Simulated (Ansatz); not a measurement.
HfC (rock salt)

```
HfC
1.0
    0.00000     4.64070     4.64070
    2.32035     2.32035     4.64070
    2.32035     2.32035     0.00000
C Hf
2 2
Cartesian
  0.00000   0.00000   0.00000
  2.32035   4.64070   2.32035
  2.32035   2.32035   2.32035
  2.32035   4.64070   4.64070
```

A phonon eigenvector at X = (0.5, 0.5, 0.0) is frozen into this cell: atom i moves by Q times the vector below, so Q is the largest atomic displacement, in Å. The cell is held. It is one choice among 2 degenerate patterns. (q is in reciprocal vectors of the primitive cell; the cell shown is doubled to hold the pattern.)

| atom | x | y | z |
|---|---|---|---|
| C1 | 0.000 | -0.027 | 0.000 |
| C2 | 0.000 | 0.027 | 0.000 |
| Hf3 | 0.000 | 1.000 | 0.000 |
| Hf4 | 0.000 | -1.000 | 0.000 |

These are r2SCAN (plane waves to 500 eV, PAW, scalar-relativistic; Ansatz, a first-principles code) values and carry that method's errors. k mesh 17×17×17 (Γ-centred), Fermi-Dirac smearing 0.05 eV. Energies are smeared free energies. With partly filled bands, energies and forces of such displacements shift with the k mesh and the smearing. HfC is run without spin polarisation. HfC was relaxed with its symmetry unable to fall. Spin-orbit coupling is left out, though Hf is heavy. The zero of ΔE is the undisplaced structure.

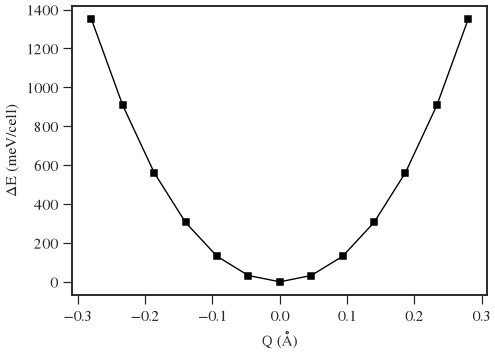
Figure. ΔE (meV/cell) against Q (Å); one marker a computed point.

### Question
What is the energy change at Q = 0.280 Å?

### Answer
About 1400 meV/cell.

### Question
What harmonic wavenumber does the curvature at Q = 0 give?

### Answer
About 150 cm⁻¹.

(For displaced atoms, the force is minus the slope of the energy, and its curvature is a force constant, which sets phonon frequencies.)
